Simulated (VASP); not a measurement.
Band structure of HgTe (zinc blende). These are PBE GGA, VASP's PBE PAW potentials (set 64) (plane waves; VASP) values and carry that method's errors.

Unless said otherwise, spin-orbit coupling is left out, though it shifts the bands of the heavy elements here.

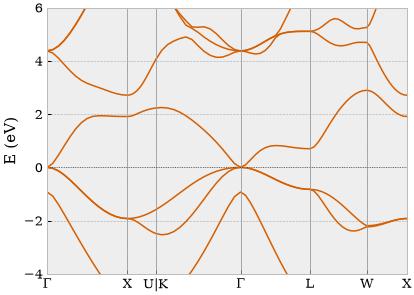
Bands along high-symmetry lines, zero at the valence-band maximum or, without a gap, the Fermi level

**Question.** Read the plot: is there a gap, and where are the band edges?

**Answer.** It has no gap at this level: it comes out as a metal or semimetal. (Edges off the drawn lines would not show.)

The compound is HgTe in the zinc blende structure. It was relaxed first, which changed the volume by +9 %.
